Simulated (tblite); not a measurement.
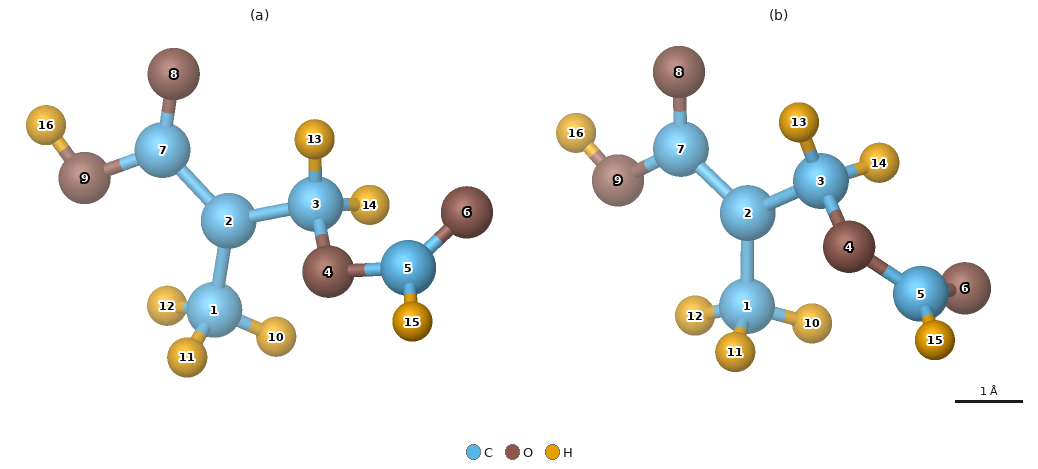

The structure of C₅H₇O₄ (multiplicity 2) before (left) and after (right) a relaxation, at one scale.

Style: ball-and-stick. Shown at a tilt.

The calculation used GFN2-xTB geometry optimisation, gas phase (tblite 0.8.0). 

**Describe what moved and what it gained.**

After 146 geometry steps the energy has fallen by 0.231 eV. O6 moves most after the best rigid fit: 1.79 Å. By element the largest moves are O 1.79 Å, H 0.83 Å, C 0.68 Å. Some distances before and after: O4–C5 1.353 → 1.319 Å, C5–O6 1.227 → 1.196 Å, C1–C2 1.495 → 1.475 Å, C1–H12 1.106 → 1.086 Å. Among the angles between lasting bonds that change: C7–O9–H16 104.2° → 108.6°, C2–C3–O4 108.6° → 112.9°, H10–C1–H12 106.5° → 110.2°. Groups turn about C3–O4 by about 75°. The run took 0.71 s on 1 thread of Arm Neoverse V2, with other jobs on the host.
